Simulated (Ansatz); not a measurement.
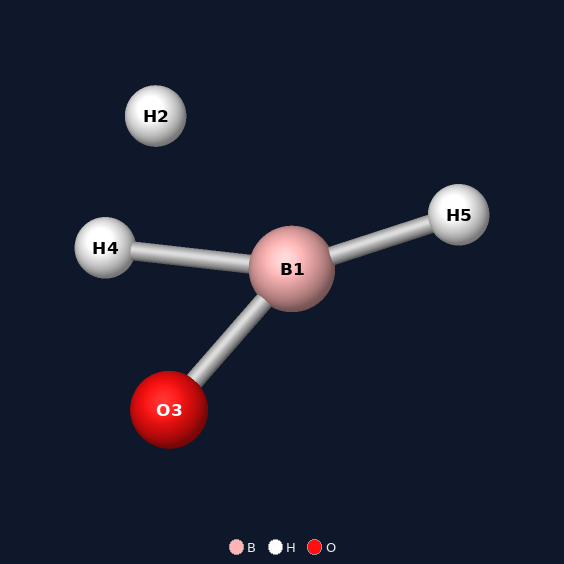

Harmonic vibrations computed with RKS PBE0-D4/def2-SVP (Ansatz 0.2.0) at a stationary point of the same level.

### Minimum or transition state?

A first-order saddle point: one imaginary frequency, 1771i cm⁻¹.

### List the wavenumbers.

9 modes: 1771i, 631, 922, 1014, 1027, 1630, 2137, 2311, 2702 cm⁻¹.
